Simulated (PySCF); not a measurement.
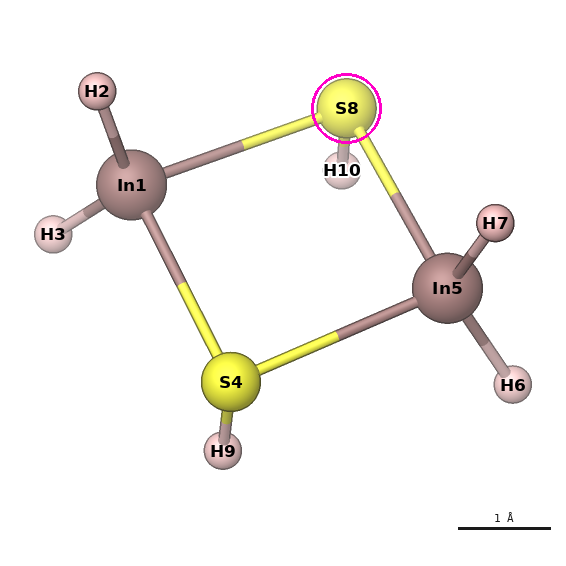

Orthographic view. Distant atoms are faded towards the background colour. The computed structure is the end point of a PBE0-D3(BJ)/def2-SVP optimisation. No frequency run is at hand to confirm it as a minimum.

### Which atoms are bonded to the circled atom?

The circled atom is S8; it is bonded to In1, In5, H10.

### Of In5 and H6, which is nearer the viewer?

In5; the bond to H6 points away from the viewer, so it looks shorter than its 1.72 Å.

### Which atom is nearest the viewer?

H7, 2.0 Å in front of the mean position.

### Which atom is farthest from the viewer?

H10, 2.0 Å behind the mean position.
